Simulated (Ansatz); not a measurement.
# Random fluorite-type alloy of CaF2 and CdF2 (96 atoms) under strain: runs compared

Aim: relax random fluorite-type alloy of CaF2 and CdF2 (96 atoms), then change its volume and shape to read moduli from the stress.

Computed with Ansatz 0.2.0: Kohn-Sham DFT, LDA, PAW (set soft_2), plane waves.

## Step 1: The cell as built

The cell holds 96 atoms: 12 Ca, 64 F and 20 Cd. Its edges and angles: a = 10.835 Å, b = 10.835 Å, c = 10.835 Å, α = 90.0°, β = 90.0°, γ = 90.0°. It derives from CaF2 (fluorite-type) and CdF2, repeated 2×2×2. Fluorite-type CaF2, 2 x 2 x 2 conventional cells, 20 of 32 Ca sites given to Cd at random (x = 0.625), lattice by Vegard's rule (a = 5.417 Å); every coordinate displaced by a Gaussian of 0.09 Å.

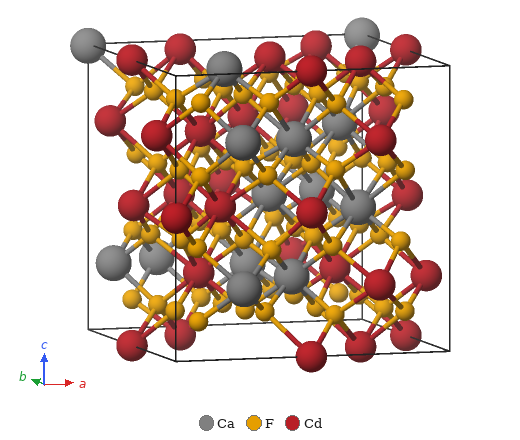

The cell as built. Some periodic images of atoms are drawn too.

What the set-up can't give: The Brillouin zone is sampled at Γ only.

## Step 2: The reference run

The reference is a single point at the end of the relaxation.

Every strained cell starts from the geometry of this run, and its atoms are relaxed with the cell held.

Its input, with most atom lines left out:

```yaml
crystal:
  lattice:
    - [10.62226, -0.00474, -0.00096]
    - [-0.00474, 10.62286, 0.00235]
    - [-0.00096, 0.00235, 10.62248]
  atoms:
    - { symbol: Ca, position: [0.99988, 0.99869, 0.99965] }
    - { symbol: F, position: [0.12465, 0.12398, 0.12521] }
    - { symbol: F, position: [0.37401, 0.37352, 0.37445] }
    - { symbol: Cd, position: [0.99933, 0.24928, 0.24996] }
    - { symbol: F, position: [0.12451, 0.37377, 0.37454] }
    - { symbol: F, position: [0.37528, 0.12322, 0.12455] }
    - { symbol: Ca, position: [0.24992, 0.99854, 0.24987] }
    [... atom lines 8 to 96 left out ...]
kpoints:
  mp_grid: { grid: [1, 1, 1] }
hamiltonian:
  xc: lda
scf:
  occupations: { method: fixed }
output:
  forces: true
  stress: true
  populations: intrinsic
  dos:
    method: { smearing: { sigma: 0.15 } }
    de: 0.1
    projected: { site_lists: { Ca: [Ca], Cd: [Cd], F: [F] } }
  eigenvalues: true
  write_density: true
  write_potential: true
  volumetric_format: npy
  elf: true
```

```
free energy per atom   : -2442.9832 eV/atom
r.m.s. force component : 0.00177 eV/Å
pressure               : -0.02549 GPa
```

Filled and empty levels are parted by 3.94 eV at Γ alone; the mesh holds the band edges only if they fold onto it, so the gap at this level can be narrower or closed, while local or semilocal functionals tend to narrow gaps against experiment.

## Step 3: The runs

Each row is one run, on 4 threads of Arm Neoverse V2, shared host. The free energy is the program's total, comparable only between runs with the same functional, potentials and atoms.

| run | atoms | outcome | ionic steps, all passes | free energy (eV) | time | host memory (GiB) |
| --- | --- | --- | --- | --- | --- | --- |
| Single point at the start | 96 | converged | - | -234517.828 | 16 s | 1.9 |
| Cell and atoms relaxed | 96 | converged | 7 | -234526.391 | 1.7 min | 1.9 |
| Single point at the relaxed geometry | 96 | converged | - | -234526.391 | 30 s | 1.8 |
| Volume -3 % | 96 | converged | 2 | -234525.957 | 33 s | 1.8 |
| Volume +3 % | 96 | converged | 2 | -234525.981 | 35 s | 1.9 |
| Volume -6 % | 96 | converged | 2 | -234524.635 | 35 s | 1.8 |
| Volume +6 % | 96 | converged | 2 | -234524.947 | 35 s | 2.0 |
| Volume -10 % | 96 | converged | 2 | -234521.052 | 35 s | 1.7 |
| Stretched by 1 % along x | 96 | converged | 2 | -234526.298 | 34 s | 1.9 |
| Compressed by 1 % along x | 96 | converged | 2 | -234526.291 | 34 s | 1.9 |
| Sheared by 2 % in xy | 96 | converged | 2 | -234526.309 | 38 s | 1.8 |

In some runs the program notes that the SCF threshold is loose for the stress.

## Step 4: Pressure against volume

Atoms are relaxed at each volume, in the scaled cell.

| volume change (%) | volume (Å³/atom) | energy change (meV/atom) | pressure (GPa) | largest move on relaxing (Å) | bonds | gap (eV) |
| --- | --- | --- | --- | --- | --- | --- |
| -10 | 11.237 | 55.62 | 15.70 | 0.01 | 256 | 4.36 |
| -6 | 11.737 | 18.29 | 8.31 | 0.01 | 256 | 4.19 |
| -3 | 12.111 | 4.52 | 3.80 | 0.00 | 256 | 4.06 |
| +0 | 12.486 | 0.00 | -0.03 | - | 256 | 3.94 |
| +3 | 12.860 | 4.27 | -3.23 | 0.00 | 256 | 3.82 |
| +6 | 13.235 | 15.04 | -5.94 | 0.00 | 256 | 3.70 |

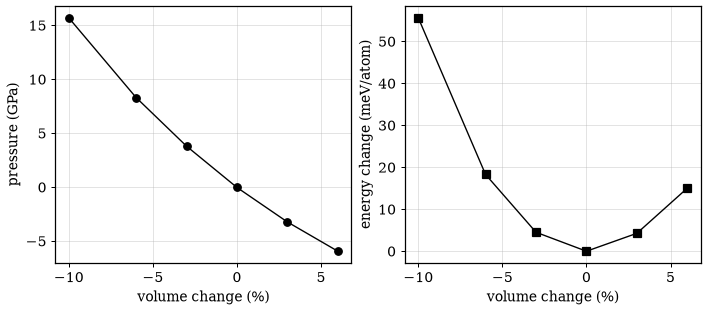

Pressure and energy against volume.

## Step 5: Uniaxial strain and shear

Stress (GPa, compression positive) less that of the relaxed cell, atoms relaxed:

| strain | xx | yy | zz | xy | energy change (meV/atom) |
| --- | --- | --- | --- | --- | --- |
| stretched by 1 % along x | -1.910 | -0.741 | -0.741 | 0.001 | 0.97 |
| compressed by 1 % along x | 2.014 | 0.802 | 0.804 | 0.001 | 1.04 |
| sheared by 2 % in xy | 0.044 | 0.044 | 0.045 | -0.664 | 0.86 |

## Step 6: What came out

The bulk modulus, from the slope of pressure against ln V over the three points nearest the relaxed volume, is 117 GPa; a quadratic over all points gives a pressure derivative of about 5.1. The gap goes from 4.36 eV at the smallest volume to 3.70 eV at the largest, -4.0 eV per unit of ln V by a straight line, on the run's k-points. In the Cartesian axes of the cell, finite differences give C11 = 196, C12 = 77.2, C13 = 77.2 and C66 = 33.2 GPa (the shear of 2 % is the engineering strain, εxy = 0.01). The mean of C11, C12 and C13, which equals the bulk modulus in a cubic or isotropic solid, is 117 GPa: it agrees with the bulk modulus within 10 %.

Caveats: Strains are finite and relaxations stop at the force tolerance of the input, which can leave moduli too stiff; they are those of a static cell at zero temperature. Volumes are changed with the cell's shape held, so in an anisotropic solid the modulus lies over the one under free hydrostatic load. The program notes that the SCF threshold of the relaxations is loose for the stress. The host structure and its lattice constant were typed by rule, without a check against the phase diagram.

The DFT runs together took 7.1 min of wall time.

[Logs are printed without paths, hosts, clocks, repeated set-up lines and the standing remarks that a program may print on its own settings, such as how far it seeks lower states.]

[Hosts, paths, dates, database ids (printed as entryN), source tags and the programs' standing remarks are cut or masked in the printed files.]
